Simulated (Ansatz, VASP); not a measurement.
**Pd (Pd(110)) in two plane-wave programs**

Aim: how closely do two programs agree when they are given the same cell, functional and k mesh?

Program: Ansatz 0.2.0. Level of theory: plane waves, with VASP 6.6.1 beside it; band structure at r2SCAN. Results are calculated unless marked as measured.

## (1) Set-up

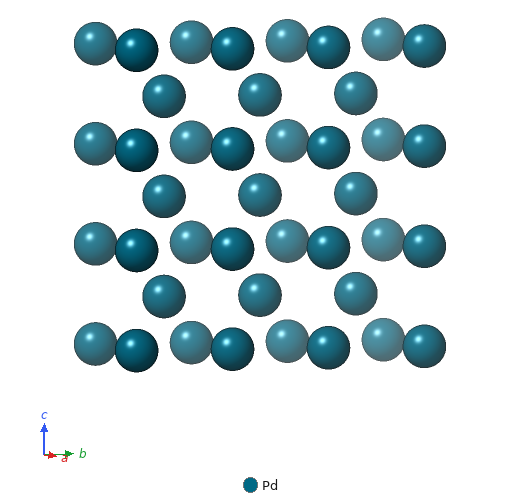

The starting structure, seen from the side, with the c axis up (palladium blue). 1×3×1 cells are drawn. Some periodic images of atoms are drawn too.

The cell holds 7 atoms: 7 Pd. Cell: a = 3.890 Å, b = 2.751 Å, c = 26.252 Å, α = 90.0°, β = 90.0°, γ = 90.0°. Vacuum lies along c.

Structure file:

```cif
data_structure
_symmetry_space_group_name_H-M 'P 1'
_symmetry_Int_Tables_number 1
_cell_length_a 3.8900
_cell_length_b 2.7506
_cell_length_c 26.2519
_cell_angle_alpha 90.000
_cell_angle_beta 90.000
_cell_angle_gamma 90.000
_cell_volume 280.90
loop_
_atom_site_label
_atom_site_type_symbol
_atom_site_fract_x
_atom_site_fract_y
_atom_site_fract_z
_atom_site_occupancy
Pd1 Pd 0.00000 0.00000 0.34283 1
Pd2 Pd 0.50000 0.50000 0.39522 1
Pd3 Pd 0.00000 0.00000 0.44761 1
Pd4 Pd 0.50000 0.50000 0.50000 1
Pd5 Pd 0.00000 0.00000 0.55239 1
Pd6 Pd 0.50000 0.50000 0.60478 1
Pd7 Pd 0.00000 0.00000 0.65717 1
```

## (2) Ansatz: band structure, r2SCAN

Ansatz runs on its default PAW (the set named soft_2) files.

The same path points are solved in both programs, so levels can be compared one by one.

Contents of input.yaml:

```yaml
crystal:
  lattice:
    - [3.89, 0.0, 0.0]
    - [0.0, 2.7506453788, 0.0]
    - [0.0, 0.0, 26.2519361364]
  atoms:
    - { symbol: Pd, position: [0.0, 0.0, 0.3428318564] }
    - { symbol: Pd, position: [0.5, 0.5, 0.3952212376] }
    - { symbol: Pd, position: [0.0, 0.0, 0.4476106188] }
    - { symbol: Pd, position: [0.5, 0.5, 0.5] }
    - { symbol: Pd, position: [0.0, 0.0, 0.5523893812] }
    - { symbol: Pd, position: [0.5, 0.5, 0.6047787624] }
    - { symbol: Pd, position: [0.0, 0.0, 0.6571681436] }
hamiltonian:
  xc: r2scan
  pseudopotentials: { kind: paw }
kpoints:
  mp_grid: { grid: [11, 15, 1] }
  band_path:
    path:
      - [0.0, 0.0, 0.0]
      - [-0.07692, 0.0, 0.0]
      - [-0.15385, 0.0, 0.0]
      - [-0.26923, 0.0, 0.0]
      - [-0.34615, 0.0, 0.0]
      - [-0.42308, 0.0, 0.0]
      - [-0.5, 0.0, 0.0]
      - [-0.5, -0.07692, 0.0]
      - [-0.5, -0.19231, 0.0]
      - [-0.5, -0.26923, 0.0]
      - [-0.5, -0.34615, 0.0]
      - [-0.5, -0.46154, 0.0]
      - [-0.5, -0.5, 0.0]
      - [-0.42308, -0.5, 0.0]
      - [-0.30769, -0.5, 0.0]
      - [-0.23077, -0.5, 0.0]
      - [-0.11538, -0.5, 0.0]
      - [-0.03846, -0.5, 0.0]
      - [0.0, -0.5, 0.0]
      - [0.0, -0.38462, 0.0]
      - [0.0, -0.30769, 0.0]
      - [0.0, -0.23077, 0.0]
      - [0.0, -0.11538, 0.0]
      - [0.0, -0.03846, 0.0]
      - [-0.03846, -0.03846, 0.0]
      - [-0.11538, -0.11538, 0.0]
      - [-0.19231, -0.19231, 0.0]
      - [-0.30769, -0.30769, 0.0]
      - [-0.38462, -0.38462, 0.0]
      - [-0.5, -0.5, 0.0]
    npoints: 1
scf:
  occupations: { method: fermi_dirac, width: 0.1 }
  n_extra_bands: 9
efield:
  axis: 3
  dipole_correction: true
  ramp_width: 0.04
output:
  forces: true
  eigenvalues: true
```

Launch:

```bash
ansatz run input.yaml --threads 4 --pin off --max-ram 9216MiB --backend cpu --events-out ev --progress --plain --runs-dir out
```

Numbers of over 12 decimals in the logs are rounded to 6 here.

Log:

```text
scf.n_extra_bands = 9 over 63 filled bands (N_el = 126.0): the run solves 72 bands
Engine: ansatz 0.2.0, aarch64-unknown-linux-gnu
Pseudopotentials: kind: paw
Pseudopotential: Pd, paw, valence charge 18, recommended cutoff 500 eV (meta_gga), Pd.paw.azcp
Functional definition: r2SCAN
  parameter k0 = 0.174
  parameter k1 = 0.065
  parameter a1 = 4.9479
  exchange = r2scan_x(k0 = k0, k1 = k1, a1 = a1)
  correlation = r2scan_c
Crystal: 7 atoms, lattice volume = 280.896 Å³
Basis set: ecut = 500 eV, 7047 PW (Γ), exchange–correlation on 120×96×768 points (64 copies of the dense FFT grid, shifted against one another)
Bands: 72, of which v1, the nominal top of the filled ones, is band 63 counted from 1 (62 counted from 0)
Symmetry: 4 space group operations
k-points: 48 of 165
Non-local potential: Pd, projectors of the file, l = 0: 2, l = 1: 2, l = 2: 2, l = 3: 1
PAW form: soft (Blöchl's): semilocal exchange-correlation on the pseudo side does not see the compensation charge
PAW frozen core: Pd, regenerated for the run's functional (the file was generated under x = pbe(κ = 0.804, μ = 0.219515), c = pbe(β = 0.066725))
PAW one-centre angular grid: Pd, 590 points (default); XC on 160 Gauss nodes
Initial density: superposition of atomic densities (neutral atoms: chi_scale 0, normalization atom), corrected by the library's trained network
Initial wavefunctions: pseudopotential atomic-orbital guess
Functional: x = r2scan, c = r2scan; τ floored in thin density (d = 2e-4 eV/Å³)
SCF iter   1: F=—  HF=-48897.881491 eV  |F-HF|=—  |Δ(HF+E_count)|=         —  Δρ=1.50e-2  dr2=1.83e0  dr2_τ=7.90e-2  ethr=1.77e-3  p=0.000 e·Å  D=1.08e-13 V/Å  ΔV_dip=-0.00 eV  dr2_dipole=2.21e-7  V_vac-E_F(+/−)=4.88/4.88 eV  ⟨swp⟩=7.4  Hψ=14512  notcnv=0  defer=19
efield: sawtooth ramp at fractional position 0.9800 (placed from the atoms, in the widest stretch of the axis that holds none; the zero of the levels goes with the place), width 0.0400; the density the first Hamiltonian is built on has a dipole p = 0.000 e·Å; the dipole correction subtracts the counter field D = 1.08e-13 V/Å, which shifts the + side's vacuum level by -0.00 eV against the − side's; the planar-averaged density in the ramp window peaks in size at 1.6e-6 e/Å³
preconditioner: auto → LDOS  [metal: Δε(μ)=0.005 eV  Ē_g=5.901 eV  σ=0.100 eV  W_gap=0.01  n_scr=58 (ndim 8)  ℏωp=18.5 eV  f_vac=0.581  D(μ)=13.68/eV (n_scr^D=132)  β→1.0]
SCF iter   2: F=—  HF=-48898.009450 eV  |F-HF|=—  |Δ(HF+E_count)|=   1.28e-1  Δρ=1.28e-2  dr2=4.56e-1  dr2_τ=2.66e-2  ethr=1.46e-3  p=0.000 e·Å  D=4.75e-6 V/Å  ΔV_dip=-0.00 eV  dr2_dipole=2.58e-7  V_vac-E_F(+/−)=4.81/4.81 eV  ⟨swp⟩=2.3  Hψ=6054  notcnv=0  defer=53
SCF iter   3: F=—  HF=-48897.921802 eV  |F-HF|=—  |Δ(HF+E_count)|=   8.76e-2  Δρ=3.20e-3  dr2=1.71e-1  dr2_τ=5.02e-3  ethr=3.62e-4  p=0.000 e·Å  D=3.63e-7 V/Å  ΔV_dip=-0.00 eV  dr2_dipole=6.35e-8  V_vac-E_F(+/−)=4.82/4.82 eV  ⟨swp⟩=2.0  Hψ=5448  notcnv=0  defer=53
SCF iter   4: F=—  HF=-48897.917317 eV  |F-HF|=—  |Δ(HF+E_count)|=   4.48e-3  Δρ=1.92e-3  dr2=3.50e-2  dr2_τ=2.85e-4  ethr=1.35e-4  p=-0.000 e·Å  D=-4.47e-7 V/Å  ΔV_dip=0.00 eV  dr2_dipole=6.04e-10  V_vac-E_F(+/−)=4.84/4.84 eV  ⟨swp⟩=1.8  Hψ=4514  notcnv=0  defer=53
SCF iter   5: F=—  HF=-48897.916201 eV  |F-HF|=—  |Δ(HF+E_count)|=   1.12e-3  Δρ=5.34e-4  dr2=3.98e-3  dr2_τ=5.36e-5  ethr=2.78e-5  p=-0.000 e·Å  D=-9.87e-7 V/Å  ΔV_dip=0.00 eV  dr2_dipole=1.74e-9  V_vac-E_F(+/−)=4.83/4.83 eV  ⟨swp⟩=2.0  Hψ=4756  notcnv=0  defer=53
SCF iter   6: F=—  HF=-48897.916171 eV  |F-HF|=—  |Δ(HF+E_count)|=   3.01e-5  Δρ=2.41e-4  dr2=2.58e-4  dr2_τ=3.40e-6  ethr=3.16e-6  p=-0.000 e·Å  D=-6.38e-7 V/Å  ΔV_dip=0.00 eV  dr2_dipole=2.76e-9  V_vac-E_F(+/−)=4.83/4.83 eV  ⟨swp⟩=1.5  Hψ=3897  notcnv=0  defer=53
SCF iter   7: F=—  HF=-48897.916202 eV  |F-HF|=—  |Δ(HF+E_count)|=   3.11e-5  Δρ=1.32e-4  dr2=6.37e-5  dr2_τ=3.13e-6  ethr=2.05e-7  p=-0.000 e·Å  D=-9.70e-8 V/Å  ΔV_dip=0.00 eV  dr2_dipole=4.45e-12  V_vac-E_F(+/−)=4.83/4.83 eV  ⟨swp⟩=2.1  Hψ=5272  notcnv=0  defer=53
SCF iter   8: F=—  HF=-48897.916398 eV  |F-HF|=—  |Δ(HF+E_count)|=   1.96e-4  Δρ=3.77e-5  dr2=5.17e-6  dr2_τ=1.61e-7  ethr=5.05e-8  p=0.000 e·Å  D=1.03e-7 V/Å  ΔV_dip=-0.00 eV  dr2_dipole=8.16e-11  V_vac-E_F(+/−)=4.83/4.83 eV  ⟨swp⟩=2.2  Hψ=5087  notcnv=0  defer=53
SCF iter   9: F=—  HF=-48897.916398 eV  |F-HF|=—  |Δ(HF+E_count)|=   1.56e-7  Δρ=9.96e-6  dr2=3.53e-7  dr2_τ=1.62e-8  ethr=4.10e-9  p=0.000 e·Å  D=3.12e-8 V/Å  ΔV_dip=-0.00 eV  dr2_dipole=3.86e-11  V_vac-E_F(+/−)=4.83/4.83 eV  ⟨swp⟩=2.1  Hψ=5231  notcnv=0  defer=53
iter 10 met the thresholds in force, and the SCF goes on: an eigenvalue changes by 11.18 meV, over its tolerance of 10.00 meV (output.eigenvalues, Limitations)
SCF iter  10: F=-48897.916398 eV  HF=-48897.916398 eV  |F-HF|=4.35e-9  |Δ(HF+E_count)|=   1.58e-7  Δρ=2.44e-6  dr2=2.23e-8  dr2_τ=1.46e-9  ethr=7.94e-11  p=0.000 e·Å  D=4.34e-8 V/Å  ΔV_dip=-0.00 eV  dr2_dipole=1.84e-13  V_vac-E_F(+/−)=4.83/4.83 eV  ⟨swp⟩=12.4  Hψ=15471  notcnv=0
SCF iter  11: F=-48897.916398 eV  HF=-48897.916398 eV  |F-HF|=1.26e-9  |Δ(HF+E_count)|=   1.31e-8  Δρ=1.23e-6  dr2=8.64e-9  dr2_τ=3.03e-10  ethr=1.77e-11  p=-0.000 e·Å  D=-2.19e-8 V/Å  ΔV_dip=0.00 eV  dr2_dipole=1.32e-12  V_vac-E_F(+/−)=4.83/4.83 eV  ⟨swp⟩=3.9  Hψ=12585  notcnv=0
SCF 1 converged in 11 iterations: F = -48897.916398 eV  dr2 = 8.64e-9
  greatest PAW one-centre occupation: 1.003 electrons in one spin orbital (limit 2), on the Pd atom at site 6 (counted from 0), in its partial waves of l = 0
NSCF: frozen V_eff on 30 k-points
efield: sawtooth ramp at fractional position 0.9800 (kept from the solve that this one continues, or follows in the run), width 0.0400; the density the first Hamiltonian is built on has a dipole p = -0.000 e·Å; the dipole correction subtracts the counter field D = -2.19e-8 V/Å, which shifts the + side's vacuum level by +0.00 eV against the − side's; the planar-averaged density in the ramp window peaks in size at 2.3e-6 e/Å³
SCF converged after 11 iterations
an eigenvalue changed by more than its tolerance at an iteration that met the thresholds in force, so the SCF went on 1 time: the last check found none over its tolerance
Free energy (F): -48897.916398 eV
Harris-Foulkes:  -48897.916398 eV  (|F-HF|=1.26e-9)
Internal energy: -48897.462326 eV  (E = F + TS)
E sigma→0 (E₀):  -48897.689362 eV
Entropy (-TS):   -0.454072 eV (-64.867 meV/atom)
Fermi energy:    4.142478 eV
Dipole field:    D = -0.000001 V/Å  (p = -0.000002 e·Å, saw-weighted, corrected)
Work function:   Φ+ = 4.8304 eV   Φ− = 4.8304 eV
Levels:          The Fermi level and band energies are counted from a zero that moves with the ramp; work functions are not
--- Per-component energies (eV) ---
  E_band       = -3001.102950
  E_kinetic    = 3606.569726
  E_local      = -249250.587642  (includes V_loc(G=0)·N_el)
  E_nonlocal   = 1527.116741
  E_hartree    = 122527.754155
  E_xc         = -1117.822299
  E_vxc        = -1621.736321  (∫ρ·V_xc dr)
  E_paw        = -26406.949072  (= ΣΔE_a)
  E_vpaw       = -2437.838444  (= ΣTr[D̂ρ^β])
  E_aug_tail   = 0.000768  (compensation charges beyond the density's cutoff)
  E_vtau       = 119.851708  (kinetic-family band-sum trace: ∫τ·v_τ [+ j·A + Jᵃ·Aᵃ] dr)
  E_efield     = 0.000000  (sawtooth field / dipole correction)
  E_vefield    = 0.000000  (∫n·V_field dr)
  E_ewald      = 100219.619903
  E_core_change = -3.164606  (= ΣΔE_core)
  E_smearing   = -0.454072  (= −TS)
  E_closure    = -0.000000  (closes the sum)
  Σ components = -48897.916398   (vs F -48897.916398, Δ=0.00e0)
--- Forces (eV/Å), atoms counted from 1 ---
  atom   1  Pd     0.00000000     0.00000000     0.34291192
  atom   2  Pd     0.00000000     0.00000000    -0.48820860
  atom   3  Pd     0.00000000     0.00000000    -0.08350305
  atom   4  Pd     0.00000000     0.00000000    -0.00000296
  atom   5  Pd     0.00000000     0.00000000     0.08349945
  atom   6  Pd     0.00000000     0.00000000     0.48821120
  atom   7  Pd     0.00000000     0.00000000    -0.34290720
  max |Σ_I F_I| component: 7.65e-7 eV/Å
--- Band table (eV; the first three rows and the last of 48) ---
  k-point 0: bands = [... 59 lower, 3.6478, 3.7294, 3.7862, 3.9635, 4.0267, 4.1982, 4.3937, 4.9125, ... 5 higher]
  k-point 1: bands = [... 59 lower, 3.5440, 3.8380, 3.8581, 3.8623, 3.8873, 4.2453, 4.3214, 4.9843, ... 5 higher]
  k-point 2: bands = [... 59 lower, 3.3797, 3.7024, 3.7893, 3.7893, 3.9534, 4.1812, 4.3998, 5.1884, ... 5 higher]
  k-point 47: bands = [... 59 lower, 4.1053, 4.1472, 4.2472, 4.2981, 6.1747, 6.6509, 8.0694, 8.6099, ... 5 higher]
```

Wall time 99 s (4 threads of Arm Neoverse V1, shared host); peak memory 1.7 GiB.

[end of part 1 of 2]

[Lines on the potential files, build, host, timing and source positions are cut from VASP's logs without a mark.]

[Logs are printed without paths, hosts, clocks, repeated set-up lines and the standing remarks that a program may print on its own settings, such as how far it seeks lower states.]

[Hosts, paths, dates, database ids (printed as entryN), source tags and the programs' standing remarks are cut or masked in the printed files.]
